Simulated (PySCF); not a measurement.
Breaking a bond: AgH, singlet.

UKS-r2SCAN = unrestricted r2SCAN/def2-SVP, def2 effective core potentials past Kr (PySCF); RKS-r2SCAN = restricted r2SCAN/def2-SVP, def2 effective core potentials past Kr (PySCF); UKS-PBE = unrestricted PBE/def2-SVP, def2 effective core potentials past Kr (PySCF).

Magnitude of the dipole moment (D; its direction can reverse along the curve, and a method can change to another solution) and Mulliken charge of the fragment that holds Ag1:

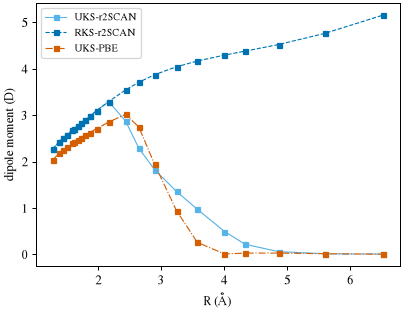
Fig. 1. Dipole moment against bond length.

```
R / Å  μ UKS-r2SCAN  q UKS-r2SCAN  μ RKS-r2SCAN  q RKS-r2SCAN  μ UKS-PBE  q UKS-PBE
-----  ------------  ------------  ------------  ------------  ---------  ---------
1.28           2.27          0.15          2.27          0.15       2.03       0.12
1.39           2.43          0.12          2.43          0.12       2.18       0.09
1.45           2.51          0.11          2.51          0.11       2.25       0.07
1.51           2.58          0.10          2.58          0.10       2.31       0.06
1.59           2.67          0.09          2.67          0.09       2.39       0.06
1.62           2.71          0.09          2.71          0.09       2.42       0.05
1.68           2.77          0.09          2.77          0.09       2.47       0.05
1.73           2.83          0.09          2.83          0.09       2.51       0.05
1.79           2.89          0.09          2.89          0.09       2.56       0.05
1.87           2.98          0.09          2.98          0.09       2.62       0.06
1.98           3.09          0.10          3.09          0.10       2.71       0.07
2.17           3.29          0.12          3.29          0.12       2.85       0.08
2.44           2.87          0.11          3.54          0.13       3.02       0.10
2.65           2.29          0.08          3.71          0.14       2.74       0.10
2.90           1.83          0.06          3.87          0.15       1.94       0.06
3.25           1.35          0.04          4.04          0.16       0.94       0.02
3.58           0.97          0.03          4.17          0.16       0.26      -0.01
4.01           0.49          0.01          4.29          0.17       0.01      -0.01
4.34           0.22          0.00          4.38          0.17       0.03      -0.01
4.87           0.06          0.00          4.52          0.17       0.03       0.00
5.60           0.01          0.00          4.76          0.17       0.01       0.00
6.53           0.00          0.00          5.16          0.16       0.00       0.00
```

The unrestricted determinant behind UKS-r2SCAN is spin-contaminated at 2.44 to 6.53 Å (<S²> up to 1.0, against 0.00 for a pure singlet). At the longest distance RKS-r2SCAN leaves fractional charges on the fragments, a sign of delocalisation error or of the restricted form. The restricted form behind RKS-r2SCAN keeps the bonding electrons paired and can't separate into open-shell fragments. The unrestricted determinant behind UKS-PBE is spin-contaminated at 2.65 to 6.53 Å (<S²> up to 1.0, against 0.00 for a pure singlet).
